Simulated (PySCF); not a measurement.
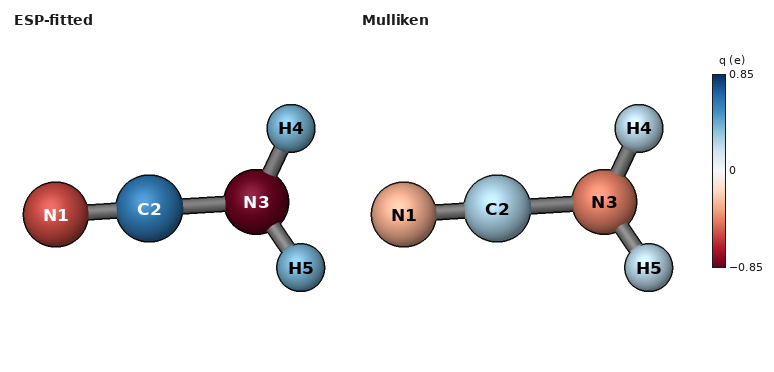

Atomic charges of one calculation by 2 schemes, on one colour scale. The computed structure is the end point of a GFN2-xTB optimisation. No frequency run is at hand to confirm it as a minimum. Method: PBE0/pcSseg-1 (PySCF 2.14.0).

Which scheme gives the most polar picture (largest mean size of the charges)?

Answer. The ESP-fitted charges are the largest in size here.

On which atom do the schemes disagree most?

Answer. On N3 (from −0.83 to −0.43 e).

List the charges (e), one line for each set of equivalent atoms.

```json
{"atom": "N1", "ESP-fitted": "−0.56", "Mulliken": "−0.30"}
{"atom": "C2", "ESP-fitted": "0.60", "Mulliken": "0.28"}
{"atom": "N3", "ESP-fitted": "−0.83", "Mulliken": "−0.43"}
{"atom": "H4, H5", "ESP-fitted": "0.40", "Mulliken": "0.23"}
```
